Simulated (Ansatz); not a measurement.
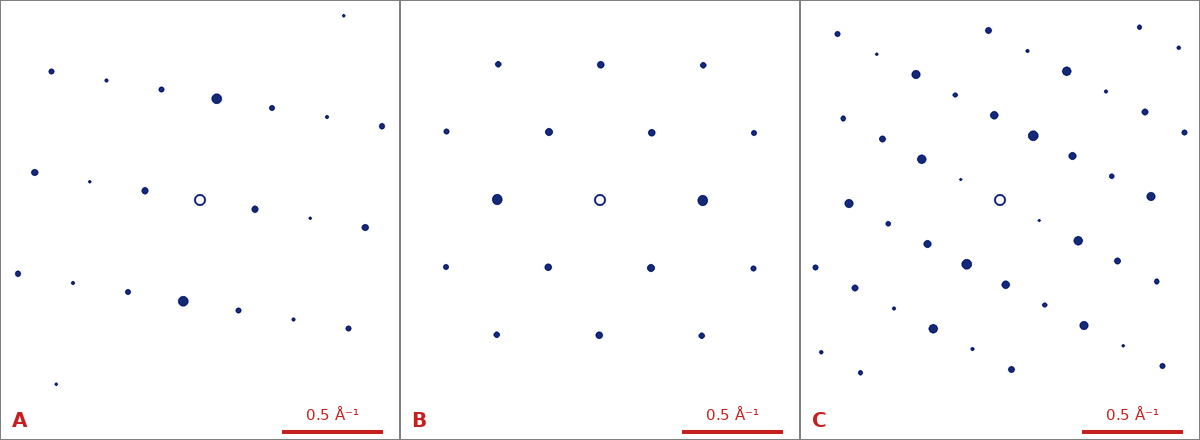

Computed electron diffraction patterns, 300 kV, single scattering only, B = 0.5 Å².

All three come from LuSi2N2, space group I4/mmm (No. 139), a = 3.900 Å, c = 9.063 Å. Structure: the geometry relaxed (final pressure about -18 GPa) with DFT, PAW plane waves, lda, spin-orbit (Ansatz 0.2.0); the starting structure was generated, so it need not be a known form of this composition.

| atom | site | symmetry | x | y | z |
| --- | --- | --- | --- | --- | --- |
| N | 4d | -4m2 | 0.0000 | 0.5000 | 0.2500 |
| Lu | 2a | 4/mmm | 0.0000 | 0.0000 | 0.0000 |
| Si | 4e | 4mm | 0.0000 | 0.0000 | 0.3195 |

**Assign the zone axes [101], [110], [201] to A, B and C.**

A is [101]: rectangular net of 1 0 -1 at d = 3.58 Å and 0 2 0 at d = 1.95 Å, at 90.0°. B is [201]: centred rectangular net of -1 1 2 at d = 2.36 Å and -1 -1 2 at d = 2.36 Å, at 74.3°. C is [110]: rectangular net of 0 0 2 (weak) at d = 4.53 Å and 1 -1 0 at d = 2.76 Å, at 90.0°.
